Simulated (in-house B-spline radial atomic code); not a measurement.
Theory: non-relativistic BLYP, spin-polarised, spherical fractional occupations, point nucleus, basis-set limit (computed with an in-house B-spline radial code). The occupation of the 3d shell is varied from Co⁴⁺ ([Ar] 3d5 (high spin)) to Co³⁺ ([Ar] 3d6 (high spin)), with spherical fractional occupations. Wanted, and plotted below: the total energy less the straight line between the end points, and the eigenvalue of 3d↓ (the dashed line is minus the energy to take the whole electron out).

The curve is convex (below the straight line), with the largest deviation among the points computed, −2.46 eV, at 0.5. The end points differ by 52.4 eV, the energy to take the electron out. The eigenvalue, which is the slope of the energy (Janak's theorem), moves from −57.7 eV at 0.23 to −42.7 eV at 1; for a straight line it would stay constant, and a parabola would sag by an eighth of this change, scaled to a whole electron, 2.43 eV. Convexity is the mark of the delocalisation error, which puts fractional charges too low; for p, d and f shells the spherical spreading of the fraction adds to it.

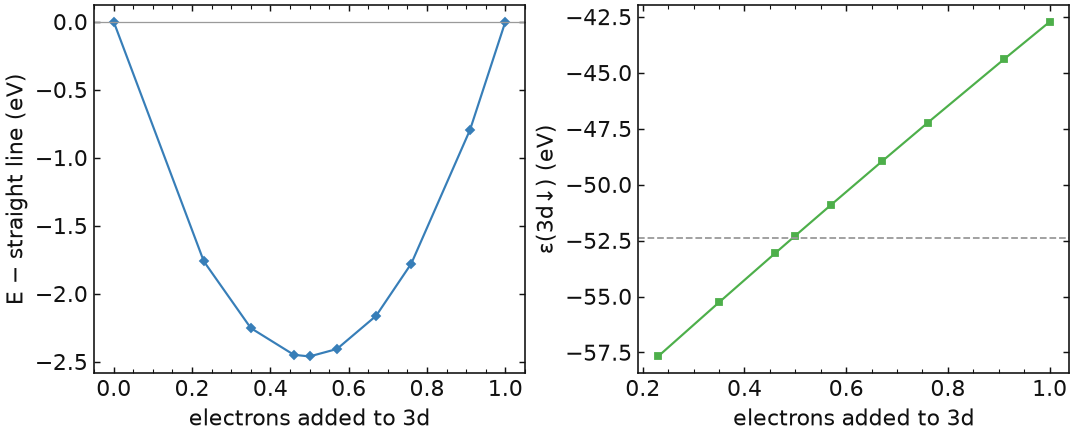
